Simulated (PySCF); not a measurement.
Molecule: Ga2(mu-F)2(Me)4, C₄H₁₂F₂Ga₂, singlet. Atoms near the plane z = 1.2 Å, at the GFN2-xTB optimised geometry (x, y, z in Å): Ga2 (0.4, -0.4, 0.0), F12 (0.0, 1.6, 0.0), C13 (-1.3, -1.2, 0.7), H14 (-1.3, -1.2, 1.8), H15 (-1.4, -2.3, 0.3), H16 (-2.1, -0.7, 0.3), C17 (2.5, -0.4, 0.0), H18 (2.8, 0.6, 0.4), H20 (2.9, -1.2, 0.6).

Computed with PySCF with CAM-B3LYP/def2-SVP. The values are rescaled to run from 0 to 1.

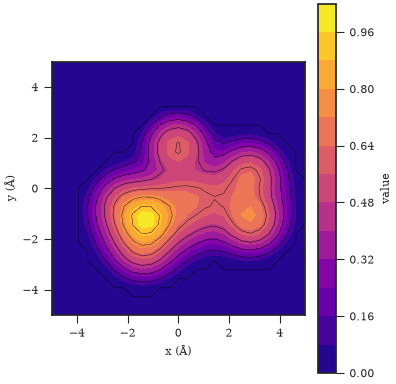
a field on the plane z = 1.2 Å.

**Question.** Which quantity is mapped?
A. an orbital amplitude
B. electrostatic potential
C. log10 of the electron density
D. Laplacian of the electron density

**Answer.** C, log10 of the electron density. In full: log10 of the electron density (e/bohr³), floored at −4.
